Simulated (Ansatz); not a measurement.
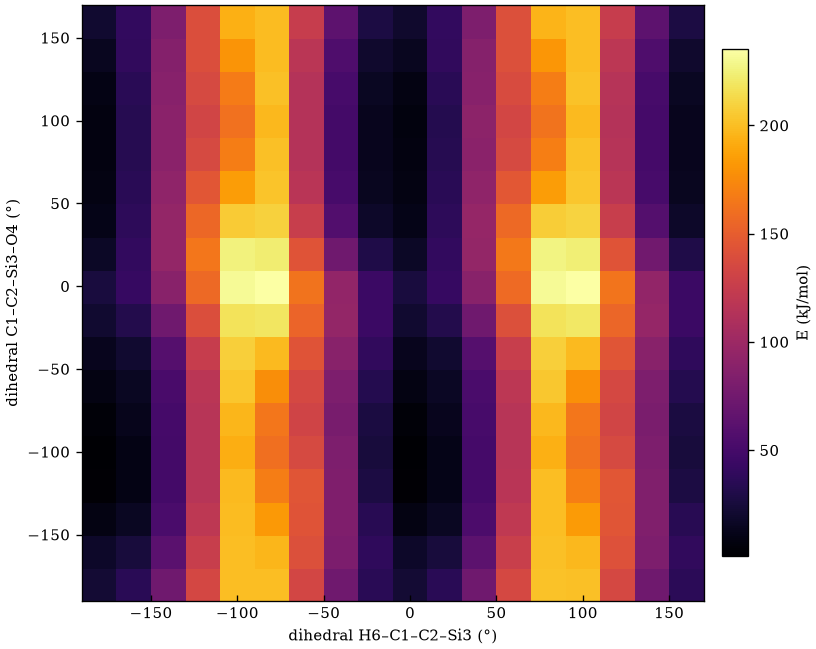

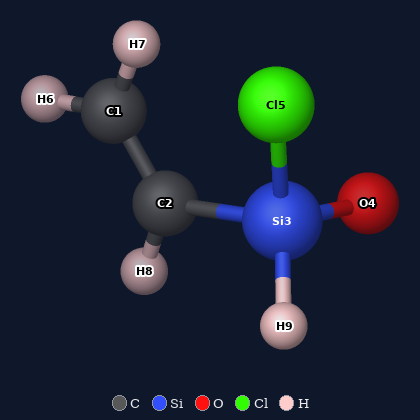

Energy landscape of C2H4ClOSi, SMILES C=C[SiH]([O])Cl, spin multiplicity 2. 
- The first coordinate is: dihedral H6–C1–C2–Si3; the second: dihedral C1–C2–Si3–O4.
- Nothing is relaxed (all other coordinates rigid).
- Grid: 18 × 18 points.
- Points are written as (first, second).
- All energies are given in kJ/mol relative to the relaxed molecule at the same level.
- Energies and slopes of some neighbouring points disagree (a jump in structure or state, or too coarse a mesh).
- Method: UKS SPW92 (LDA)/def2-SVP in Ansatz.

In the figure: one coloured cell a grid point. The second picture is the structure at the lowest point.

Q: Describe this landscape.

A: The lowest grid point is at (−180°, −100°), 1.1 kJ/mol from the relaxed molecule at the same level. Other grid points that lie below all their neighbours: (0°, −100°) (0.35 kJ/mol higher); (0°, 100°) (6 kJ/mol higher); (−180°, 100°) (7 kJ/mol higher). The highest grid point, (100°, 0°), lies 234 kJ/mol above the lowest.

Each point was launched as `ansatz run input.yaml --threads 1 --pin off --max-ram 2560MiB --backend cpu --events-out ev --progress --plain --runs-dir out`. The whole map (324 points run) took 20 min on 1 thread of Intel(R) Xeon(R) 6975P-C (Granite Rapids), on a shared host.
